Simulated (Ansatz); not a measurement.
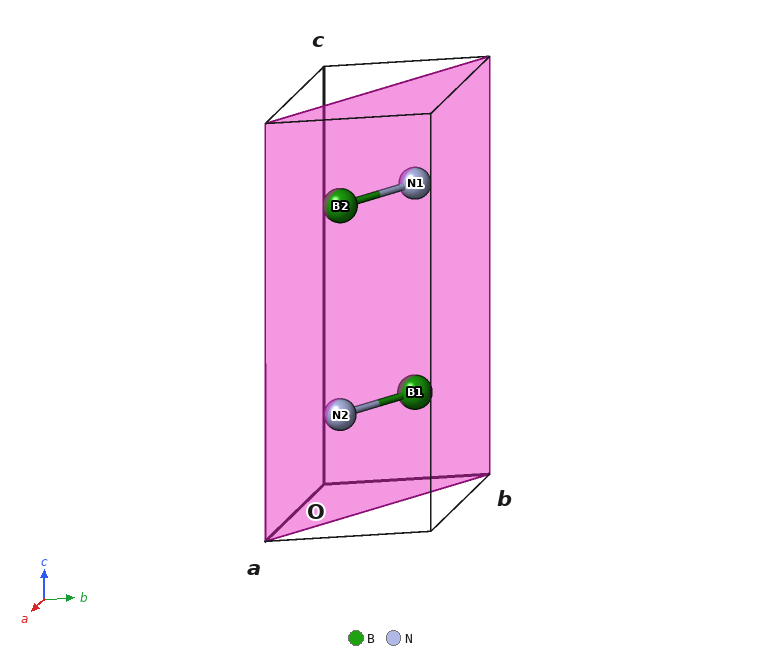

Crystal: BN, the end point of a relaxation at fixed volume with DFT r2SCAN, scalar-relativistic, plane waves, PAW in Ansatz 0.2.0. The shaded plane is a symmetry element of the crystal. Symmetry computed with spglib at a tolerance of 0.002 Å; standard conventional cell.

a = 2.499 Å, b = 2.499 Å, c = 6.676 Å, α = 90.00°, β = 90.00°, γ = 120.00°.

```
atom       x       y       z
  B1  0.3333  0.6667  0.2500
  B2  0.6667  0.3333  0.7500
  N1  0.3333  0.6667  0.7500
  N2  0.6667  0.3333  0.2500
```

Is it a mirror or a glide plane, and what is the operation?

Answer. It is a mirror plane, parallel to (1 1 0), through (1/2, 1/2, 1/2): x, y, z → −y+1, −x+1, z.

Onto which atom does it carry each atom (up to whole multiples of a, b and c)?

Answer. B1 → B1, B2 → B2, N1 → N1, N2 → N2.

What is the crystal's space group?

Answer. P6₃/mmc (No. 194).
